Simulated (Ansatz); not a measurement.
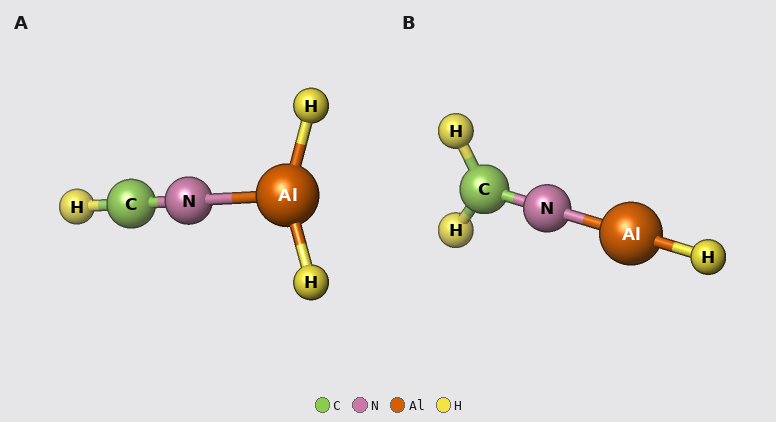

2 stationary structures of one formula. The species has charge +1 and is a spin singlet. Geometries: PBE0-D4/def2-TZVP. Electronic energies: r2SCAN-D4/def2-TZVPP (Ansatz 0.2.0), without zero-point energy. No frequency run is at hand to confirm each as a minimum.

**Which structure is the most stable?**

A is lowest (C2v); B lies 0.330 eV above it.

Give E(B) − E(A) in eV at these levels too: PBE0-D4/def2-TZVP; B3LYP-D4/def2-TZVPP; PBE0-D4/def2-TZVPP; PBE-D4/def2-TZVPP; RHF-CCSD(T) (frozen core)/def2-TZVPP; ωB97M-V/def2-TZVPP; r2SCAN-D4/def2-TZVPP.

| level | E(B) − E(A) (eV) |
| --- | --- |
| PBE0-D4/def2-TZVP | +0.286 |
| B3LYP-D4/def2-TZVPP | +0.374 |
| PBE0-D4/def2-TZVPP | +0.281 |
| PBE-D4/def2-TZVPP | +0.274 |
| RHF-CCSD(T) (frozen core)/def2-TZVPP | +0.590 |
| ωB97M-V/def2-TZVPP | +0.428 |
| r2SCAN-D4/def2-TZVPP | +0.330 |
